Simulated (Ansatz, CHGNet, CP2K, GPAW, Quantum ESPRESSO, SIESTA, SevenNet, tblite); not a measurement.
# Liquid diethyl ether at 300 K (75 atoms): one structure in several programs

How near do other programs and methods come to a plane-wave reference for liquid diethyl ether at 300 K (75 atoms)? A plane-wave run serves as the reference.

Program: Quantum ESPRESSO 7.5. Level of theory: Kohn-Sham DFT, PBE, SSSP efficiency 1.3.0 pseudopotentials, plane waves. Results are calculated unless marked as measured.

### Step 1. Starting point

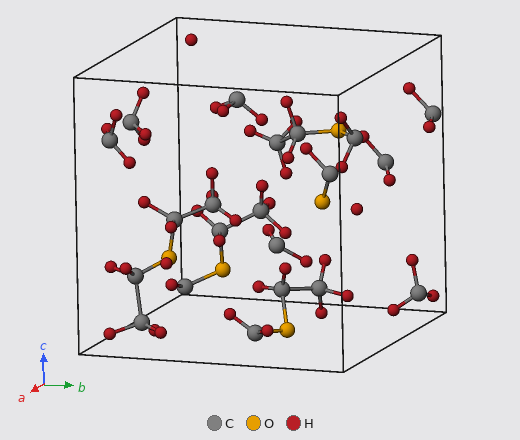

The cell as given, slightly off an axis (carbon grey, oxygen orange, hydrogen red). Bonds to atoms that aren't drawn are left out. Some periodic images of atoms are drawn too.

The cell holds 75 atoms: 20 C, 5 O and 50 H. Its edges and angles: a = 9.535 Å, b = 9.535 Å, c = 9.535 Å, α = 90.0°, β = 90.0°, γ = 90.0°. 5 diethyl ether placed at random, at 0.71 g/cm³; overlaps pushed apart, then 10 ps at 450 K with MMFF94 bonds, angles, torsions, charges and radii (Halgren, J. Comput. Chem. 17, 490 (1996)) in harmonic and 12-6 forms. Snapshot after 20 ps at 300 K and fixed volume. Then every atom was moved at random, 0.05 Å r.m.s. a Cartesian component (hydrogen 0.6 of that).

### Step 2. Plane-wave reference

The input, pw.in:

```
&control
  calculation = 'scf'
  pseudo_dir = './pseudo'
  outdir = './tmp'
  disk_io = 'none'
  tprnfor = .true.
  tstress = .true.
/
&system
  ibrav = 0
  nat = 75
  ntyp = 3
  ecutwfc = 60
  ecutrho = 480
  nosym = .true.
  occupations = 'smearing'
  smearing = 'fd'
  degauss = 0.003675
/
&electrons
  conv_thr = 3.8e-07
  electron_maxstep = 100
  mixing_beta = 0.4
  mixing_mode = 'plain'
  diagonalization = 'david'
/
ATOMIC_SPECIES
C 12.011 C.upf
O 15.999 O.upf
H 1.008 H.upf
CELL_PARAMETERS angstrom
9.53465 0.00000 0.00000
0.00000 9.53465 0.00000
0.00000 0.00000 9.53465
ATOMIC_POSITIONS crystal
C 0.90448 0.09480 0.75948
C 0.00233 0.96484 0.71498
O 0.94067 0.90949 0.59752
C 0.01206 0.78599 0.53118
C 0.92943 0.72932 0.42610
H 0.94717 0.13785 0.86176
H 0.80474 0.04715 0.77539
H 0.90580 0.16872 0.68341
H 0.10851 0.99161 0.69232
H 0.99706 0.87441 0.79985
H 0.03532 0.71199 0.62357
H 0.09747 0.83270 0.48762
[... 59 atom lines left out ...]
H 0.52872 0.49987 0.17472
H 0.35241 0.68322 0.24411
H 0.37205 0.67364 0.05777
H 0.45208 0.80493 0.14449
K_POINTS gamma
```

Launch:

```sh
OMP_NUM_THREADS=1 mpirun -np 2 pw.x -in pw.in > output.txt
```

Numbers of over 12 decimals in the logs are rounded to 6 here.

Log:

```text
Program PWSCF
     gamma-point specific algorithms are used
     Parallelization info
     sticks:   dense  smooth     PW     G-vecs:    dense   smooth      PW
     Min        6200    3110    781               519544   183718   22980
     Max        6201    3111    784               519549   183719   22981
     Sum       12401    6221   1565              1039093   367437   45961
     bravais-lattice index     =            0
     lattice parameter (alat)  =      18.0179  a.u.
     unit-cell volume          =    5849.3939 (a.u.)^3
     number of atoms/cell      =           75
     number of atomic types    =            3
     number of electrons       =       160.00
     number of Kohn-Sham states=           96
     kinetic-energy cutoff     =      60.0000  Ry
[... lines left out ...]
     scf convergence threshold =      3.8E-07
[... lines left out ...]
     number of k points=     1  Fermi-Dirac smearing, width (Ry)=  0.0037
[... lines left out ...]
     total energy              =    -635.08902844 Ry
[... lines left out ...]
     total energy              =    -635.75920984 Ry
[... lines left out ...]
     total energy              =    -635.76444590 Ry
[... lines left out ...]
     total energy              =    -635.77780236 Ry
[... lines left out ...]
     total energy              =    -635.77780403 Ry
[... lines left out ...]
   -22.8247 -22.4296 -21.8523 -21.8176 -21.5539 -16.0969 -15.9623 -15.9377
   -15.4484 -15.2466 -14.4193 -14.2241 -14.1411 -14.0470 -14.0128 -11.8364
   -11.7787 -11.5515 -11.5211 -11.4154 -11.2740 -11.2242 -11.0023 -10.9749
[...]
2.4994   3.2573   3.3829   3.4869   3.5452   3.6024   3.9583   4.1022
     4.1871   4.2612   4.3707   4.4529   4.4749   4.6428   4.6832   4.7848
     the Fermi energy is    -0.0795 ev
!    total energy              =    -635.77780431 Ry
     estimated scf accuracy    <       0.00000017 Ry
     smearing contrib. (-TS)   =      -0.00000000 Ry
     internal energy E=F+TS    =    -635.77780431 Ry
     The total energy is F=E-TS. E is the sum of the following terms:
     one-electron contribution =    -571.76037313 Ry
     hartree contribution      =     330.25492444 Ry
     xc contribution           =    -165.86408701 Ry
     ewald contribution        =     -57.54396510 Ry
     one-center paw contrib.   =    -170.86430350 Ry
     convergence has been achieved in   9 iterations
     Forces acting on atoms (cartesian axes, Ry/au):
     atom    1 type  1   force =     0.11261158   -0.12941185    0.11563557
     atom    2 type  1   force =    -0.07337740   -0.02213733    0.08368700
     atom    3 type  2   force =    -0.04780445   -0.04616673   -0.08606922
[...]
atom   74 type  3   force =     0.03760531   -0.02068650    0.04964881
     atom   75 type  3   force =     0.02531611   -0.01048023    0.02392080
     Total force =     1.074488     Total SCF correction =     0.000554
     Computing stress (Cartesian axis) and pressure
          total   stress  (Ry/bohr**3)                   (kbar)     P=       20.32
   0.00011494   0.00000408  -0.00001661           16.91        0.60       -2.44
   0.00000408   0.00020885   0.00012479            0.60       30.72       18.36
  -0.00001661   0.00012479   0.00009057           -2.44       18.36       13.32
     Message from routine punch:
     Nothing written, as per user request (disk_io='none')
```

Elapsed: 51 s, on 2 MPI ranks of Arm Neoverse V1, shared host; peak memory 1.6 GiB.

Banners, paths, timers and routine set-up lines are dropped from the logs unmarked, and long logs keep their key lines alone; longer cuts are marked.

Numbers from this run:

- r.m.s. force component: 1.842 eV/Å
- longest force: 7.469 eV/Å
- pressure: 2.032 GPa
- gap (highest filled to lowest empty level): 4.348 eV

### Step 3. The other programs

The programs:
- CHGNet: machine-learned potential, published weights.
- CP2K 2026.2: Gaussian basis with GTH pseudopotentials and a plane-wave density; labels give functional, basis (MOLOPT sets; SR short-range, UZH the newer set with its own potentials), grid cutoff/relative cutoff and solver (OT: orbital transformation; TRS4, TC2, SIGN: linear-scaling purification with its sparsity filter), or its built-in tight binding.
- GPAW 26.7.0: PAW with atomic orbitals (LCAO), plane waves or a real-space grid of spacing h.
- Quantum ESPRESSO 7.5: plane waves; labels (QE) give functional, pseudopotential set and cutoffs of waves/density.
- SIESTA 5.4.2: numerical atomic orbitals, whose automatically made sets are far from complete, with PseudoDojo norm-conserving potentials that we converted to its format (checked against plane waves on the same files for H, C, O, Si, Ge and Ca alone); labels give functional, basis size, energy shift and mesh cutoff.
- SevenNet: machine-learned potential, published weights.
- tblite 0.8.0: extended tight binding, driven from Python.

All use the same cell and atoms; the electronic-structure runs use the same k-mesh, and an electronic temperature of 580 K (0.05 eV) where levels are smeared.

Differences are against the plane-wave reference, forces as r.m.s. over components; share is that over the reference's r.m.s. force, slope the least-squares factor from reference forces to these. Total energies of different programs have different zeros and aren't compared.

| run | Δ force, r.m.s. (meV/Å) | share (%) | slope | Δ pressure (GPa) | Δ gap (eV) | cores | CPU time | memory (GiB) |
| --- | --- | --- | --- | --- | --- | --- | --- | --- |
| reference | - | - | - | - | - | 2 | 1.7 min | 1.6 |
| CHGNet r2SCAN potential | 257 | 14.0 | 0.916 | -1.18 | - | 1 | 4.4 s | 1.3 |
| CP2K PBE, DZVP-MOLOPT-SR, 600/50 Ry, OT CG | 117 | 6.35 | 1.031 | 0.187 | 2.00 | 2 | 7.5 min | 1.2 |
| CP2K PBE, TZVP-MOLOPT, 600/50 Ry, OT CG | 35.0 | 1.90 | 1.007 | 0.191 | 0.626 | 4 | 52 min | 2.3 |
| GPAW PBE, LCAO dzp, h 0.18 Å | 312 | 16.9 | 1.076 | - | 0.497 | 1 | 41 s | 0.71 |
| GPAW PBE, LCAO dzp, h 0.25 Å (coarse) | 333 | 18.1 | 1.076 | - | 0.495 | 1 | 26 s | 0.4 |
| GPAW PBE, LCAO sz(dzp), h 0.18 Å (coarse) | 1814 | 98.5 | 1.291 | - | 1.92 | 1 | 18 s | 0.57 |
| QE PBE, dojo-0.4.1-standard, 60/240 Ry (coarse) | 31.9 | 1.73 | 0.995 | -2.02 | -0.04 | 2 | 60 s | 0.62 |
| SIESTA PBE, DZP, shift 0.01 Ry, mesh 500 Ry | 379 | 20.6 | 1.101 | 2.20 | 0.551 | 2 | 2.7 min | 1.4 |
| SevenNet 0 potential | 128 | 6.96 | 0.976 | -0.193 | - | 1 | 8.1 s | 0.95 |
| SevenNet l3i5 potential | 96.1 | 5.22 | 1.001 | -0.0297 | - | 1 | 11 s | 1.5 |
| tblite GFN1-xTB | 226 | 12.3 | 1.006 | -1.33 | - | 1 | 1.3 s | 0.13 |
| tblite GFN2-xTB | 275 | 14.9 | 0.952 | -1.64 | - | 1 | 4.8 s | 0.13 |

Rows marked coarse were listed beforehand as settings not expected to be converged; some can still land near the reference.

Times of the machine-learned potentials are mostly Python's start and the loading of weights.

CPU time is summed over cores on a shared host, where runs went side by side, so it is rough. Symmetry, cutoffs, thresholds, outputs and thread counts weren't matched or tuned between programs; memory under MPI is the largest rank's times the ranks.

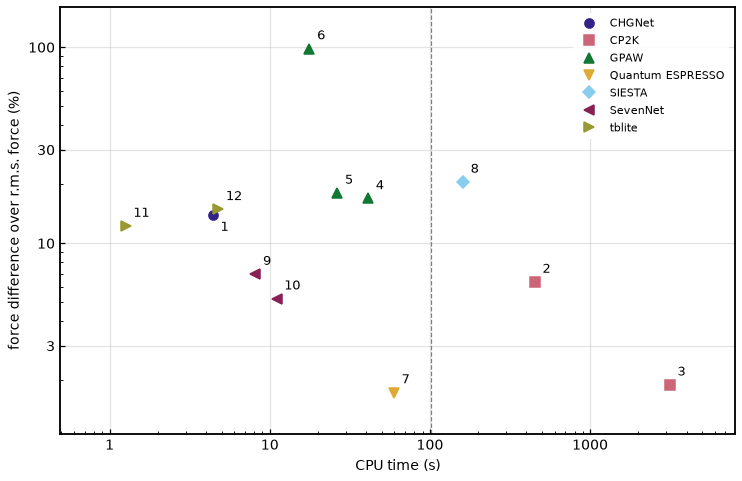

Force difference against CPU time; the dashed line marks the reference's time. Points: 1 CHGNet r2SCAN potential; 2 CP2K PBE, DZVP-MOLOPT-SR, 600/50 Ry, OT CG; 3 CP2K PBE, TZVP-MOLOPT, 600/50 Ry, OT CG; 4 GPAW PBE, LCAO dzp, h 0.18 Å; 5 GPAW PBE, LCAO dzp, h 0.25 Å; 6 GPAW PBE, LCAO sz(dzp), h 0.18 Å; 7 QE PBE, dojo-0.4.1-standard, 60/240 Ry; 8 SIESTA PBE, DZP, shift 0.01 Ry, mesh 500 Ry; 9 SevenNet 0 potential; 10 SevenNet l3i5 potential; 11 tblite GFN1-xTB; 12 tblite GFN2-xTB.

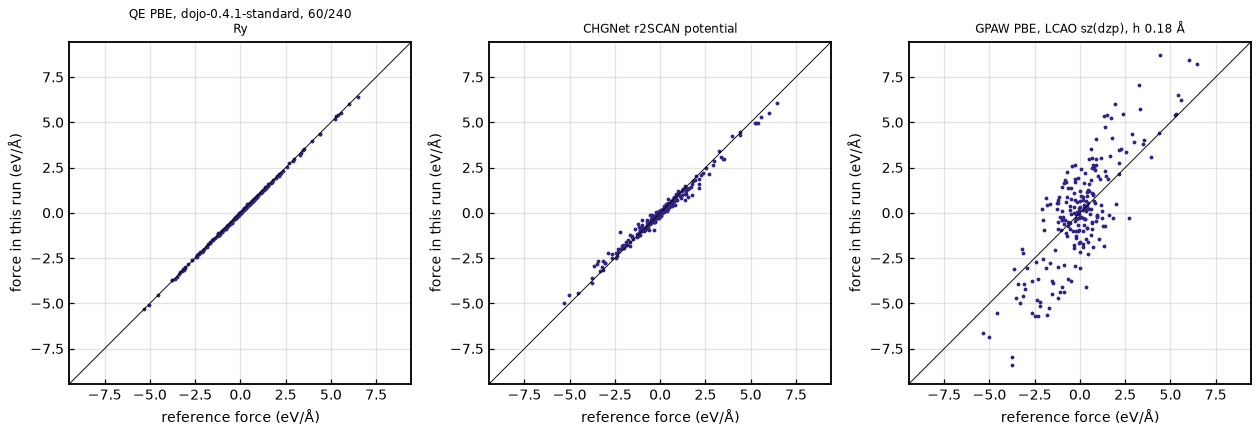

Force components against those of the reference; the line marks equality.

Mean charges by element (e), by run and scheme:

| run | scheme | C | O | H |
| --- | --- | --- | --- | --- |
| CP2K PBE, DZVP-MOLOPT-SR, 600/50 Ry, OT CG | Mulliken | -0.15 | -0.17 | +0.08 |
| CP2K PBE, DZVP-MOLOPT-SR, 600/50 Ry, OT CG | Hirshfeld | -0.07 | -0.13 | +0.04 |
| CP2K PBE, TZVP-MOLOPT, 600/50 Ry, OT CG | Mulliken | -0.12 | -0.18 | +0.07 |
| CP2K PBE, TZVP-MOLOPT, 600/50 Ry, OT CG | Hirshfeld | -0.07 | -0.12 | +0.04 |
| SIESTA PBE, DZP, shift 0.01 Ry, mesh 500 Ry | Hirshfeld | -0.03 | -0.09 | +0.02 |
| tblite GFN1-xTB | Mulliken | +0.05 | -0.48 | +0.03 |
| tblite GFN2-xTB | Mulliken | 0.00 | -0.34 | +0.03 |

Within one program, basis, potentials and functional, energies share a zero. Each run against its twin at the usual cutoff or grid and solver:

```
                         run                twin  Δ energy (meV/atom)  Δ force, r.m.s. (meV/Å)  CPU time over the twin's
GPAW PBE, LCAO dzp, h 0.25 Å  LCAO dzp, h 0.18 Å                 94.6                      102                      0.64
```

A second geometry, displaced anew (every atom was moved at random, 0.04 Å r.m.s. a Cartesian component (hydrogen 0.6 of that)), gives an energy difference that all programs can be tested on. The reference puts it at -17.60 meV/atom.

| run | energy less the first geometry's (meV/atom) | error (meV/atom) | force share at the second geometry (%) |
| --- | --- | --- | --- |
| GPAW PBE, LCAO dzp, h 0.18 Å | -17.67 | -0.0766 | 20.1 |
| SevenNet l3i5 potential | -17.60 | -0.0094 | 6.82 |
| tblite GFN2-xTB | -19.48 | -1.88 | 18.1 |
| CHGNet r2SCAN potential | -18.48 | -0.886 | 19.4 |
| tblite GFN1-xTB | -20.09 | -2.49 | 14.1 |
| CP2K PBE, DZVP-MOLOPT-SR, 600/50 Ry, OT CG | -18.36 | -0.769 | 7.27 |
| SIESTA PBE, DZP, shift 0.01 Ry, mesh 500 Ry | -18.60 | -1.01 | 23.9 |
| SevenNet 0 potential | -18.12 | -0.529 | 9.04 |
| CP2K PBE, TZVP-MOLOPT, 600/50 Ry, OT CG | -17.49 | 0.103 | 2.68 |
| QE PBE, dojo-0.4.1-standard, 60/240 Ry | -17.58 | 0.0111 | 1.96 |
| GPAW PBE, LCAO dzp, h 0.25 Å | -18.28 | -0.687 | 21.6 |
| GPAW PBE, LCAO sz(dzp), h 0.18 Å | -8.930 | 8.67 | 121 |

### Step 4. Summary of results

- reference r.m.s. force component: 1.84 eV/Å
- nearest in forces: QE PBE, dojo-0.4.1-standard, 60/240 Ry (coarse), 1.7 %
- farthest in forces: GPAW PBE, LCAO sz(dzp), h 0.18 Å (coarse), 99 %
- cheapest electronic-structure run beside the reference: tblite GFN1-xTB, 1.3 s of CPU time

The PBE runs in local orbitals, coarse settings apart, differ by 1.9 % (CP2K PBE, TZVP-MOLOPT, 600/50 Ry, OT CG) to 21 % (SIESTA PBE, DZP, shift 0.01 Ry, mesh 500 Ry); basis, grid and potentials can all enter. Tight binding differs by 12 % (tblite GFN1-xTB) to 15 % (tblite GFN2-xTB); it is another model, with fitted parameters of its own, and the xTB methods hold dispersion. Machine-learned potentials differ by 5.2 % (SevenNet l3i5 potential) to 14 % (CHGNet r2SCAN potential); they were trained on other programs' data, some at another functional. Runs with settings chosen to be coarse differ by 1.7 % (QE PBE, dojo-0.4.1-standard, 60/240 Ry) to 99 % (GPAW PBE, LCAO sz(dzp), h 0.18 Å), their programs' other errors included. Of the electronic-structure runs that take under half the reference's CPU time, tblite GFN1-xTB comes nearest, at 12 % in 1.3 s against 1.7 min. SIESTA PBE, DZP, shift 0.01 Ry, mesh 500 Ry stiffens the forces by a factor of 1.10 while following their directions (correlation 0.987). At the same functional, gaps differ from the reference's 4.35 eV by between -0.04 and +2.00 eV. A likely cause of the wide gaps: compact atomic orbitals describe empty levels worse than filled ones. In pressure, SIESTA PBE, DZP, shift 0.01 Ry, mesh 500 Ry misses by +2.2 GPa, at the same functional. Charges hang on model, scheme and program or settings: among these rows the mean for O runs from -0.48 to -0.09 e. The energy difference between the two geometries, -17.6 meV/atom in the reference, is met best by SevenNet l3i5 potential (-0.0094) and QE PBE, dojo-0.4.1-standard, 60/240 Ry (coarse) (+0.0111) and worst by GPAW PBE, LCAO sz(dzp), h 0.18 Å (coarse) (+8.67). In the reference: filled and empty levels are parted by 4.35 eV (on the run's k-points); a semilocal functional tends to put such gaps too low. In a disordered cell it changes from sample to sample and from frame to frame. Periodic xTB results under one method name differ between programs and library versions. With short bonds to hydrogen, sets of potentials differ among themselves by several per cent in forces even at converged cutoffs, so the reference isn't exact here either. The reference's pressure holds the uncorrected Pulay stress of its 60 Ry basis, so small pressure differences, and their order, may be the reference's own error. Machine-learned potentials mimic data converged in k, so the reference's own k-point error enters their differences. The network of contacts between molecules at the start is that of the classical potential that made the cell, and needn't be the one that DFT or experiment would give. The reference's PBE has no dispersion term, which matters for the binding between molecules or layers. The electronic-structure runs sample only Γ, in a cell whose shortest periodic width is 10 Å.

[Also dropped from logs without a mark: logging warnings of Python, and SIESTA's first energy breakdown and zero terms.]

[Logs are printed without paths, hosts, clocks, repeated set-up lines and the standing remarks that a program may print on its own settings, such as how far it seeks lower states.]

[Hosts, paths, dates, database ids (printed as entryN), source tags and the programs' standing remarks are cut or masked in the printed files.]

[The MMFF94 radii named for the starting cell were scaled by 0.96; in molecules described by MMFF94, hydrogen bound to N, O or S took a small fixed 12-6 site in their place.]
